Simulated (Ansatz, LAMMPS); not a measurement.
# Site preference of a vacancy of Se in Zn44Se15S29 with crystalline order left by the classical run (88 atoms)

Aim: make a vacancy of Se at several sites of Zn44Se15S29 with crystalline order left by the classical run (88 atoms), relax each, and compare their energies.

Main program and level: Ansatz 0.2.0; Kohn-Sham DFT, PBE, PAW (set soft_2), plane waves.

## Step 1: Starting point

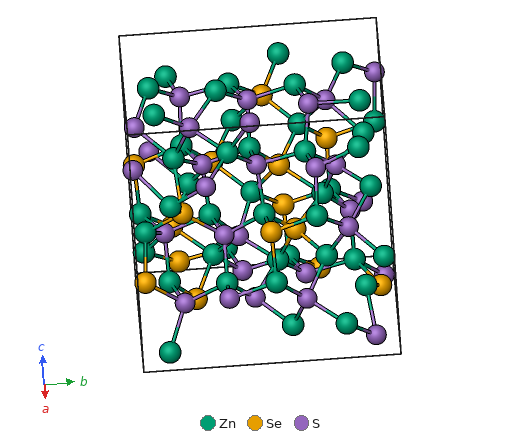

Start, viewed slightly off an axis; zinc teal, selenium orange, sulfur purple. Some periodic images of atoms are drawn too.

The cell holds 88 atoms: 44 Zn, 15 Se and 29 S. Cell: a = 12.241 Å, b = 12.241 Å, c = 12.241 Å, α = 90.0°, β = 90.0°, γ = 90.0°. 88 atoms (44 Zn, 15 Se, 29 S) placed at random at 4.52 g/cm³, melted at 2500 K for 10 ps at fixed volume with the Stillinger-Weber II-VI potential (Zhou et al., Phys. Rev. B 88, 085309 (2013)). Quenched from 2500 K to 300 K at 3 K/ps and fixed volume, held 5 ps.

Limits known from the start: The quench rate of 3 K/ps far exceeds what a furnace or splat quench reaches, so expect more defects and frozen-in strain than in a real sample. The starting topology of bonds comes from the classical model, and needn't be the one that DFT or experiment would give. Only the Γ point is sampled, in a cell whose shortest periodic width is 12 Å.

## Step 2: Single point at the start

A single point comes first, to see the forces before anything moves.

input.yaml reads:

```yaml
crystal:
  lattice:
    - [12.2405, 0.0, 0.0]
    - [0.0, 12.2405, 0.0]
    - [0.0, 0.0, 12.2405]
  atoms:
    - { symbol: Zn, position: [0.92326, 0.8905, 0.84888] }
    - { symbol: Zn, position: [0.20934, 0.85715, 0.90883] }
    - { symbol: Zn, position: [0.72619, 0.92888, 0.59978] }
    - { symbol: Zn, position: [0.82319, 0.10812, 0.00221] }
    - { symbol: Zn, position: [0.56689, 0.12691, 0.19114] }
    - { symbol: Zn, position: [0.31811, 0.2101, 0.65472] }
    - { symbol: Zn, position: [0.23664, 0.59745, 0.12625] }
    - { symbol: Zn, position: [0.90644, 0.14755, 0.64769] }
    - { symbol: Zn, position: [0.62633, 0.17393, 0.73211] }
    - { symbol: Zn, position: [0.52314, 0.3, 0.44313] }
    - { symbol: Zn, position: [0.35253, 0.03248, 0.3942] }
    - { symbol: Zn, position: [0.26631, 0.66999, 0.68929] }
    - { symbol: Zn, position: [0.31448, 0.30546, 0.18694] }
    - { symbol: Zn, position: [0.44792, 0.91676, 0.70819] }
    - { symbol: Zn, position: [0.67181, 0.04542, 0.44858] }
    - { symbol: Zn, position: [0.02213, 0.35988, 0.08854] }
    - { symbol: Zn, position: [0.53329, 0.55215, 0.23772] }
    - { symbol: Zn, position: [0.0863, 0.22894, 0.39627] }
    - { symbol: Zn, position: [0.78168, 0.34789, 0.25887] }
    - { symbol: Zn, position: [0.98399, 0.5374, 0.33206] }
    - { symbol: Zn, position: [0.19411, 0.77423, 0.37597] }
    - { symbol: Zn, position: [0.82507, 0.38274, 0.82345] }
    - { symbol: Zn, position: [0.48572, 0.74253, 0.48384] }
    - { symbol: Zn, position: [0.74152, 0.51021, 0.5204] }
    - { symbol: Zn, position: [0.39725, 0.84962, 0.16005] }
    - { symbol: Zn, position: [0.14358, 0.96477, 0.6259] }
    - { symbol: Zn, position: [0.96385, 0.71152, 0.58966] }
    - { symbol: Zn, position: [0.47047, 0.66364, 0.94025] }
    - { symbol: Zn, position: [0.30017, 0.47042, 0.43232] }
    - { symbol: Zn, position: [0.9844, 0.79867, 0.138] }
    - { symbol: Zn, position: [0.08878, 0.16876, 0.85303] }
    - { symbol: Zn, position: [0.06433, 0.41455, 0.64054] }
    - { symbol: Zn, position: [0.50678, 0.47166, 0.70329] }
    - { symbol: Zn, position: [0.65833, 0.91012, 0.93303] }
    - { symbol: Zn, position: [0.70636, 0.6841, 0.75644] }
    - { symbol: Zn, position: [0.77456, 0.59163, 0.06064] }
    - { symbol: Zn, position: [0.27822, 0.40735, 0.88304] }
    - { symbol: Zn, position: [0.74805, 0.88542, 0.19425] }
    - { symbol: Zn, position: [0.5844, 0.35508, 0.98625] }
    - { symbol: Zn, position: [0.7716, 0.74035, 0.34104] }
    - { symbol: Zn, position: [0.00606, 0.61118, 0.8816] }
    - { symbol: Zn, position: [0.96588, 0.9609, 0.40116] }
    - { symbol: Zn, position: [0.14628, 0.03852, 0.14647] }
    - { symbol: Zn, position: [0.38674, 0.0962, 0.9336] }
    - { symbol: Se, position: [0.23604, 0.15337, 0.28381] }
    - { symbol: Se, position: [0.16472, 0.53511, 0.77814] }
    - { symbol: Se, position: [0.45567, 0.22748, 0.06494] }
    - { symbol: Se, position: [0.14394, 0.77497, 0.57039] }
    - { symbol: Se, position: [0.94267, 0.53125, 0.52626] }
    - { symbol: Se, position: [0.62141, 0.62657, 0.39887] }
    - { symbol: Se, position: [0.39264, 0.58176, 0.57606] }
    - { symbol: Se, position: [0.20363, 0.32551, 0.52886] }
    - { symbol: Se, position: [0.01476, 0.17208, 0.04301] }
    - { symbol: Se, position: [0.33029, 0.02141, 0.59118] }
    - { symbol: Se, position: [0.744, 0.1924, 0.54797] }
    - { symbol: Se, position: [0.57654, 0.94382, 0.11832] }
    - { symbol: Se, position: [0.81298, 0.03136, 0.29746] }
    - { symbol: Se, position: [0.17591, 0.59039, 0.31767] }
    - { symbol: Se, position: [0.10799, 0.71476, 0.01509] }
    - { symbol: S, position: [0.85201, 0.83161, 0.48785] }
    - { symbol: S, position: [0.03411, 0.08416, 0.52051] }
    - { symbol: S, position: [0.70298, 0.49338, 0.71418] }
    - { symbol: S, position: [0.3708, 0.84605, 0.35635] }
    - { symbol: S, position: [0.88706, 0.65208, 0.21426] }
    - { symbol: S, position: [0.51585, 0.12051, 0.3749] }
    - { symbol: S, position: [0.74588, 0.17952, 0.17224] }
    - { symbol: S, position: [0.97755, 0.35159, 0.2751] }
    - { symbol: S, position: [0.97615, 0.28908, 0.74963] }
    - { symbol: S, position: [0.49003, 0.28425, 0.64114] }
    - { symbol: S, position: [0.2871, 0.96151, 0.03881] }
    - { symbol: S, position: [0.21436, 0.41518, 0.06933] }
    - { symbol: S, position: [0.35876, 0.77855, 0.82028] }
    - { symbol: S, position: [0.52747, 0.03113, 0.83187] }
    - { symbol: S, position: [0.80566, 0.01268, 0.76893] }
    - { symbol: S, position: [0.71514, 0.24313, 0.89353] }
    - { symbol: S, position: [0.86507, 0.9105, 0.0317] }
    - { symbol: S, position: [0.6589, 0.71052, 0.93544] }
    - { symbol: S, position: [0.46193, 0.47671, 0.88728] }
    - { symbol: S, position: [0.89519, 0.72024, 0.76396] }
    - { symbol: S, position: [0.59227, 0.80026, 0.64215] }
    - { symbol: S, position: [0.41837, 0.65814, 0.12518] }
    - { symbol: S, position: [0.42698, 0.40674, 0.3049] }
    - { symbol: S, position: [0.26794, 0.21675, 0.83792] }
    - { symbol: S, position: [0.66266, 0.45385, 0.1402] }
    - { symbol: S, position: [0.7038, 0.3495, 0.4286] }
    - { symbol: S, position: [0.90253, 0.47632, 0.97452] }
    - { symbol: S, position: [0.09529, 0.97841, 0.81238] }
    - { symbol: S, position: [0.08559, 0.89878, 0.26996] }
kpoints:
  mp_grid: { grid: [1, 1, 1] }
hamiltonian:
  xc: pbe
scf:
  occupations: { method: gaussian, width: 0.025 }
output:
  forces: true
```

The run is started by

```sh
ansatz run input.yaml --threads 4 --pin off --max-ram 8192MiB --backend cpu --events-out ev --progress --plain --runs-dir out
```

Numbers of over 12 decimals in the logs are rounded to 6 here.

What it wrote:

```text
[...]
Pseudopotentials: kind: paw
Pseudopotential: Zn, paw, valence charge 12, recommended cutoff 420 eV (normal), Zn.paw.azcp
Pseudopotential: Se, paw, valence charge 16, recommended cutoff 420 eV (normal), Se.paw.azcp
Pseudopotential: S, paw, valence charge 6, recommended cutoff 420 eV (normal), S.paw.azcp
[... 5 lines on functional and potentials left out ...]
Crystal: 88 atoms, lattice volume = 1833.992 Å³
Basis set: ecut = 420 eV, 35825 PW (Γ), exchange–correlation on 180×180×180 points (8 copies of the dense FFT grid, shifted against one another)
Bands: 559, of which v1, the nominal top of the filled ones, is band 471 counted from 1 (470 counted from 0)
Symmetry: 1 space group operations
Space group: P1 (ITA 1), of the structure as read, at distance tolerance 1.2e-4 Å
k-points: 1
[... 7 lines on functional and potentials left out ...]
Initial density: superposition of atomic densities (neutral atoms: chi_scale 0, normalization atom), corrected by the library's trained network
Initial wavefunctions: pseudopotential atomic-orbital guess
[...]
SCF iter   1: F=—  HF=-254287.197043 eV  |F-HF|=—  |Δ(HF+E_count)|=         —  Δρ=2.03e-3  dr2=1.63e-1  ethr=1.77e-3  ⟨swp⟩=6.0  Hψ=2277  notcnv=0  defer=17
preconditioner: auto → Resta (q_TF=auto, 2.442 Å⁻¹)  ε∞=6.7  [insulator: Δε(μ)=0.385 eV  Ē_g=10.249 eV  σ=0.025 eV  W_gap=1.00  n_scr=460 (ndim 8)  ℏωp=24.4 eV  f_vac=0.055  D(μ)=0.00/eV (n_scr^D=0)  ε∞_Penn≈6.7]
SCF iter   2: F=—  HF=-254287.168396 eV  |F-HF|=—  |Δ(HF+E_count)|=   2.86e-2  Δρ=1.03e-3  dr2=4.31e-2  ethr=1.73e-5  ⟨swp⟩=2.0  Hψ=1001  notcnv=0  defer=81
SCF iter   3: F=—  HF=-254287.165345 eV  |F-HF|=—  |Δ(HF+E_count)|=   3.05e-3  Δρ=6.98e-4  dr2=2.41e-2  ethr=4.58e-6  ⟨swp⟩=2.0  Hψ=950  notcnv=0  defer=68
automatic band count: iteration 3 solves 546 bands in place of 559: the levels show a gap, and the empty bands left out lie too high to hold charge; the band table lists the bands solved (type scf.n_extra_bands for more)
SCF iter   4: F=—  HF=-254287.162913 eV  |F-HF|=—  |Δ(HF+E_count)|=   2.43e-3  Δρ=2.31e-4  dr2=2.16e-3  ethr=2.56e-6  ⟨swp⟩=2.0  Hψ=946  notcnv=0  defer=68
SCF iter   5: F=—  HF=-254287.163179 eV  |F-HF|=—  |Δ(HF+E_count)|=   2.67e-4  Δρ=1.83e-4  dr2=1.26e-3  ethr=2.29e-7  ⟨swp⟩=2.0  Hψ=943  notcnv=0  defer=68
[...]
SCF iter  10: F=—  HF=-254287.164897 eV  |F-HF|=—  |Δ(HF+E_count)|=   7.29e-7  Δρ=3.36e-6  dr2=2.26e-7  ethr=1.01e-10  ⟨swp⟩=2.0  Hψ=946  notcnv=0  defer=68
SCF iter  11: F=-254287.164897 eV  HF=-254287.164897 eV  |F-HF|=1.14e-8  |Δ(HF+E_count)|=   8.96e-8  Δρ=2.00e-6  dr2=6.64e-8  ethr=1.06e-11  ⟨swp⟩=4.0  Hψ=1960  notcnv=0
SCF 1 converged in 11 iterations: F = -254287.164897 eV  dr2 = 6.64e-8
[...]
SCF converged after 11 iterations
Free energy (F): -254287.164897 eV
Harris-Foulkes:  -254287.164897 eV  (|F-HF|=1.14e-8)
Internal energy: -254287.164897 eV  (E = F + TS)
E sigma→0 (E₀):  -254287.164897 eV
Fermi energy:    7.297878 eV
--- Per-component energies (eV) ---
[...]
Σ components = -254287.164897   (vs F -254287.164897, Δ=0.00e0)
--- Forces (eV/Å), atoms counted from 1 ---
  atom   1  Zn     0.24096633     0.00677775    -0.44772435
  atom   2  Zn    -0.09862793    -0.26674254    -0.18704281
  atom   3  Zn     0.21304371     0.27164764     0.53356156
  atom   4  Zn     0.17647368     0.32376184     0.18766719
[...]
atom  88  S     -0.19139560    -0.26695287    -0.31159868
  max |Σ_I F_I| component: 6.60e-5 eV/Å
```

The job ended after 11 s (4 threads of AMD EPYC 9B45 (Zen 5), shared host; peak memory 2.9 GiB).

The r.m.s. force at the start is 0.32 eV/Å.

## Step 3: Relaxation

With the cell held, the atoms are moved downhill towards a nearby minimum.

input.yaml reads:

```yaml
crystal:
  lattice:
    - [12.2405, 0.0, 0.0]
    - [0.0, 12.2405, 0.0]
    - [0.0, 0.0, 12.2405]
  atoms:
    [... the 88 atom lines of step 2 ...]
kpoints:
  mp_grid: { grid: [1, 1, 1] }
hamiltonian:
  xc: pbe
scf:
  occupations: { method: gaussian, width: 0.025 }
output:
  forces: true
relax:
  f_tol: 0.05
  max_steps: 120
```

What it wrote:

```text
[...]
Crystal: 88 atoms, lattice volume = 1833.992 Å³
Basis set: ecut = 420 eV, 35825 PW (Γ), exchange–correlation on 180×180×180 points (8 copies of the dense FFT grid, shifted against one another)
Bands: 566, of which v1, the nominal top of the filled ones, is band 471 counted from 1 (470 counted from 0)
Symmetry: 1 space group operations
[...]
k-points: 1
[...]
SCF iter   1: F=—  HF=-254287.197310 eV  |F-HF|=—  |Δ(HF+E_count)|=         —  Δρ=2.03e-3  dr2=1.63e-1  ethr=1.77e-3  ⟨swp⟩=6.0  Hψ=2317  notcnv=0  defer=23
[...]
SCF iter   7: F=-254287.164863 eV  HF=-254287.164890 eV  |F-HF|=2.72e-5  |Δ(HF+E_count)|=   2.20e-5  Δρ=4.16e-5  dr2=3.97e-5  ethr=6.63e-9  ⟨swp⟩=3.0  Hψ=1987  notcnv=0
SCF 1 converged in 7 iterations: F = -254287.164863 eV  dr2 = 3.97e-5
[...]
relax step   1: F+E_penalty+E_count = -254287.16486291 eV  Δ(F+E_penalty+E_count) = +0.000e0 eV  max|allowed force component| = 1.119e0 eV/Å  Δτ_max = 0.0000 Å  (7 SCF iters, dr2 threshold 6.25e-5 eV, accepted)
[...]
relax step   2: F+E_penalty+E_count = -254288.79899282 eV  Δ(F+E_penalty+E_count) = -1.634e0 eV  max|allowed force component| = 6.865e-1 eV/Å  Δτ_max = 0.1950 Å  (7 SCF iters, dr2 threshold 7.82e-5 eV, accepted)
[...]
relax step   3: F+E_penalty+E_count = -254289.27428081 eV  Δ(F+E_penalty+E_count) = -4.753e-1 eV  max|allowed force component| = 7.337e-1 eV/Å  Δτ_max = 0.2000 Å  (7 SCF iters, dr2 threshold 2.95e-5 eV, accepted)
relax step   4: F+E_penalty+E_count = -254289.70428471 eV  Δ(F+E_penalty+E_count) = -4.300e-1 eV  max|allowed force component| = 4.246e-1 eV/Å  Δτ_max = 0.1945 Å  (7 SCF iters, dr2 threshold 1.00e-4 eV, accepted)
relax step   5: F+E_penalty+E_count = -254290.01693171 eV  Δ(F+E_penalty+E_count) = -3.126e-1 eV  max|allowed force component| = 3.545e-1 eV/Å  Δτ_max = 0.1951 Å  (7 SCF iters, dr2 threshold 6.04e-5 eV, accepted)
relax step   6: F+E_penalty+E_count = -254290.20759775 eV  Δ(F+E_penalty+E_count) = -1.907e-1 eV  max|allowed force component| = 2.793e-1 eV/Å  Δτ_max = 0.1945 Å  (7 SCF iters, dr2 threshold 4.21e-5 eV, accepted)
relax step   7: F+E_penalty+E_count = -254290.39453778 eV  Δ(F+E_penalty+E_count) = -1.869e-1 eV  max|allowed force component| = 2.021e-1 eV/Å  Δτ_max = 0.2000 Å  (7 SCF iters, dr2 threshold 4.85e-5 eV, accepted)
relax step   8: F+E_penalty+E_count = -254290.53487287 eV  Δ(F+E_penalty+E_count) = -1.403e-1 eV  max|allowed force component| = 2.123e-1 eV/Å  Δτ_max = 0.1910 Å  (7 SCF iters, dr2 threshold 2.14e-5 eV, accepted)
relax step   9: F+E_penalty+E_count = -254290.63252094 eV  Δ(F+E_penalty+E_count) = -9.765e-2 eV  max|allowed force component| = 3.418e-1 eV/Å  Δτ_max = 0.1935 Å  (7 SCF iters, dr2 threshold 2.36e-5 eV, accepted)
relax step  10: F+E_penalty+E_count = -254290.73838056 eV  Δ(F+E_penalty+E_count) = -1.059e-1 eV  max|allowed force component| = 2.502e-1 eV/Å  Δτ_max = 0.1944 Å  (6 SCF iters, dr2 threshold 1.00e-4 eV, accepted)
relax step  11: F+E_penalty+E_count = -254290.85923941 eV  Δ(F+E_penalty+E_count) = -1.209e-1 eV  max|allowed force component| = 2.042e-1 eV/Å  Δτ_max = 0.2000 Å  (6 SCF iters, dr2 threshold 3.35e-5 eV, accepted)
relax step  12: F+E_penalty+E_count = -254290.94711265 eV  Δ(F+E_penalty+E_count) = -8.787e-2 eV  max|allowed force component| = 1.451e-1 eV/Å  Δτ_max = 0.1961 Å  (6 SCF iters, dr2 threshold 2.23e-5 eV, accepted)
relax step  13: F+E_penalty+E_count = -254290.99855754 eV  Δ(F+E_penalty+E_count) = -5.144e-2 eV  max|allowed force component| = 1.508e-1 eV/Å  Δτ_max = 0.2000 Å  (7 SCF iters, dr2 threshold 1.06e-5 eV, accepted)
relax step  14: F+E_penalty+E_count = -254291.03508711 eV  Δ(F+E_penalty+E_count) = -3.653e-2 eV  max|allowed force component| = 1.930e-1 eV/Å  Δτ_max = 0.1942 Å  (7 SCF iters, dr2 threshold 1.15e-5 eV, accepted)
relax step  15: F+E_penalty+E_count = -254291.06110877 eV  Δ(F+E_penalty+E_count) = -2.602e-2 eV  max|allowed force component| = 1.554e-1 eV/Å  Δτ_max = 0.1950 Å  (6 SCF iters, dr2 threshold 3.72e-5 eV, accepted)
relax step  16: F+E_penalty+E_count = -254291.10188817 eV  Δ(F+E_penalty+E_count) = -4.078e-2 eV  max|allowed force component| = 1.547e-1 eV/Å  Δτ_max = 0.1305 Å  (6 SCF iters, dr2 threshold 1.57e-5 eV, accepted)
relax step  17: F+E_penalty+E_count = -254291.14173972 eV  Δ(F+E_penalty+E_count) = -3.985e-2 eV  max|allowed force component| = 1.130e-1 eV/Å  Δτ_max = 0.1397 Å  (6 SCF iters, dr2 threshold 1.55e-5 eV, accepted)
relax step  18: F+E_penalty+E_count = -254291.18116224 eV  Δ(F+E_penalty+E_count) = -3.942e-2 eV  max|allowed force component| = 1.741e-1 eV/Å  Δτ_max = 0.1844 Å  (7 SCF iters, dr2 threshold 6.82e-6 eV, accepted)
relax step  19: F+E_penalty+E_count = -254291.25143282 eV  Δ(F+E_penalty+E_count) = -7.027e-2 eV  max|allowed force component| = 2.599e-1 eV/Å  Δτ_max = 0.1947 Å  (6 SCF iters, dr2 threshold 1.62e-5 eV, accepted)
relax step  20: F+E_penalty+E_count = -254291.35714664 eV  Δ(F+E_penalty+E_count) = -1.057e-1 eV  max|allowed force component| = 2.593e-1 eV/Å  Δτ_max = 0.1947 Å  (6 SCF iters, dr2 threshold 6.76e-5 eV, accepted)
relax step  21: F+E_penalty+E_count = -254291.44637571 eV  Δ(F+E_penalty+E_count) = -8.923e-2 eV  max|allowed force component| = 1.474e-1 eV/Å  Δτ_max = 0.1951 Å  (6 SCF iters, dr2 threshold 6.69e-5 eV, accepted)
relax step  22: F+E_penalty+E_count = -254291.46719638 eV  Δ(F+E_penalty+E_count) = -2.082e-2 eV  max|allowed force component| = 1.212e-1 eV/Å  Δτ_max = 0.0791 Å  (7 SCF iters, dr2 threshold 7.01e-6 eV, accepted)
relax step  23: F+E_penalty+E_count = -254291.48659134 eV  Δ(F+E_penalty+E_count) = -1.939e-2 eV  max|allowed force component| = 8.812e-2 eV/Å  Δτ_max = 0.0888 Å  (7 SCF iters, dr2 threshold 4.74e-6 eV, accepted)
relax step  24: F+E_penalty+E_count = -254291.50171920 eV  Δ(F+E_penalty+E_count) = -1.513e-2 eV  max|allowed force component| = 1.282e-1 eV/Å  Δτ_max = 0.1013 Å  (6 SCF iters, dr2 threshold 4.11e-6 eV, accepted)
relax step  25: F+E_penalty+E_count = -254291.53642678 eV  Δ(F+E_penalty+E_count) = -3.471e-2 eV  max|allowed force component| = 1.079e-1 eV/Å  Δτ_max = 0.1966 Å  (7 SCF iters, dr2 threshold 8.70e-6 eV, accepted)
relax step  26: F+E_penalty+E_count = -254291.58239477 eV  Δ(F+E_penalty+E_count) = -4.597e-2 eV  max|allowed force component| = 8.682e-2 eV/Å  Δτ_max = 0.1970 Å  (7 SCF iters, dr2 threshold 8.24e-6 eV, accepted)
relax step  27: F+E_penalty+E_count = -254291.61673789 eV  Δ(F+E_penalty+E_count) = -3.434e-2 eV  max|allowed force component| = 1.958e-1 eV/Å  Δτ_max = 0.1946 Å  (8 SCF iters, dr2 threshold 4.88e-6 eV, accepted)
relax step  28: F+E_penalty+E_count = -254291.64787392 eV  Δ(F+E_penalty+E_count) = -3.114e-2 eV  max|allowed force component| = 9.272e-2 eV/Å  Δτ_max = 0.2000 Å  (6 SCF iters, dr2 threshold 2.48e-5 eV, accepted)
relax step  29: F+E_penalty+E_count = -254291.65180177 eV  Δ(F+E_penalty+E_count) = -3.928e-3 eV  max|allowed force component| = 9.211e-2 eV/Å  Δτ_max = 0.0667 Å  (9 SCF iters, accepted)
relax step  30: F+E_penalty+E_count = -254291.65711545 eV  Δ(F+E_penalty+E_count) = -5.314e-3 eV  max|allowed force component| = 5.659e-2 eV/Å  Δτ_max = 0.0311 Å  (8 SCF iters, accepted)
[...]
relax step  31: F+E_penalty+E_count = -254291.65870901 eV  Δ(F+E_penalty+E_count) = -1.594e-3 eV  max|allowed force component| = 3.477e-2 eV/Å  Δτ_max = 0.0250 Å  (8 SCF iters, accepted)
SCF converged after 8 iterations
Free energy (F): -254291.658709 eV
[...]
Internal energy: -254291.658709 eV  (E = F + TS)
E sigma→0 (E₀):  -254291.658709 eV
Fermi energy:    7.012668 eV
[...]
--- Forces (eV/Å), atoms counted from 1 ---
  atom   1  Zn     0.02636140    -0.01547476     0.01622568
  atom   2  Zn     0.00204581     0.00292595     0.00090961
  atom   3  Zn     0.00591483     0.00271697    -0.01654573
  atom   4  Zn    -0.01020907    -0.01257393     0.01827079
  atom   5  Zn     0.00092671     0.01156374     0.01363401
  atom   6  Zn     0.00682476    -0.00183152    -0.00740858
  atom   7  Zn    -0.00452824     0.00089242     0.00088122
  atom   8  Zn    -0.00816500     0.00645812    -0.00965334
  atom   9  Zn     0.00943207     0.01048820    -0.00303079
  atom  10  Zn     0.00137898    -0.01407726     0.00560982
  atom  11  Zn     0.01349562     0.00821428     0.00354858
  atom  12  Zn     0.00487289     0.00194078    -0.00218705
  atom  13  Zn     0.01224870    -0.00269566     0.00067558
  atom  14  Zn    -0.00971396    -0.01332115    -0.00606381
[...]
atom  87  S     -0.01261304    -0.00092509     0.01044316
  atom  88  S      0.00526710     0.00169187    -0.00287767
  max |Σ_I F_I| component: 1.26e-5 eV/Å
--- Relaxed structure (31 steps of the walk, 31 accepted, 0 SCFs on fresh bases) ---
  F+E_penalty+E_count = -254291.65870901 eV   max|allowed force component| = 3.477e-2 eV/Å
  atoms:
    - { symbol: Zn, position: [0.940728, 0.885584, 0.848374] }
    - { symbol: Zn, position: [0.216979, 0.861212, 0.920794] }
    - { symbol: Zn, position: [0.734991, 0.921966, 0.622878] }
    - { symbol: Zn, position: [0.867107, 0.058594, 0.119701] }
[...]
- { symbol: S, position: [0.087463, 0.897294, 0.276908] }
```

Wall time 3.6 min (4 threads); peak memory 3 GiB.

The relaxation converged after 31 steps, 4.49 eV below its start, with a largest force component of 0.035 eV/Å.

(Part 1 of 3 ends here.)

[Logs are printed without paths, hosts, clocks, repeated set-up lines and the standing remarks that a program may print on its own settings, such as how far it seeks lower states.]

[Hosts, paths, dates, database ids (printed as entryN), source tags and the programs' standing remarks are cut or masked in the printed files.]
